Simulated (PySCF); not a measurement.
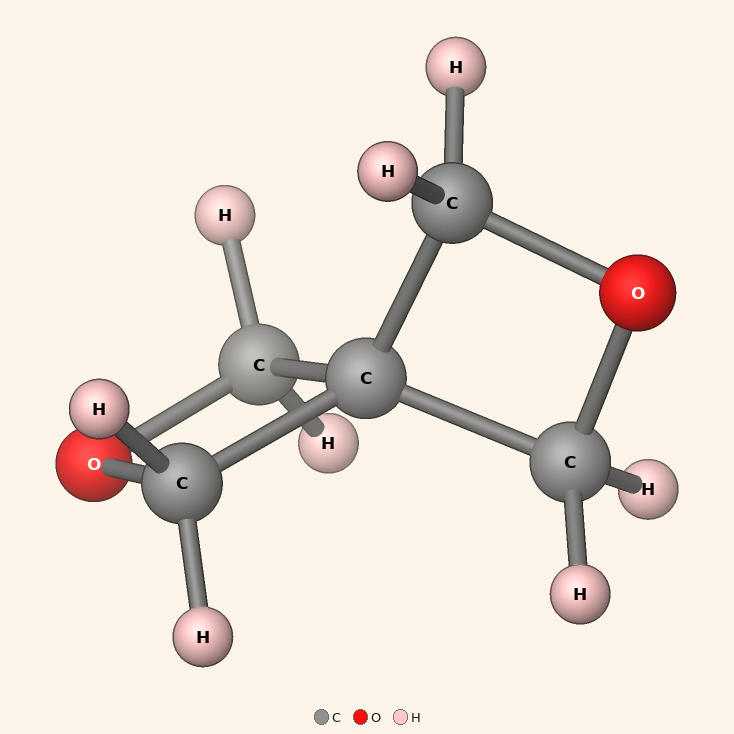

Orthographic view. Depth is shown by fading: the farther an atom, the more it takes the colour of the background. The geometry was computed by an optimisation with PBE0-D3(BJ)/def2-SVP. No frequency run is at hand to confirm it as a minimum.

**Write the InChI string.**

InChI=1S/C5H8O2/c1-5(2-6-1)3-7-4-5/h1-4H2
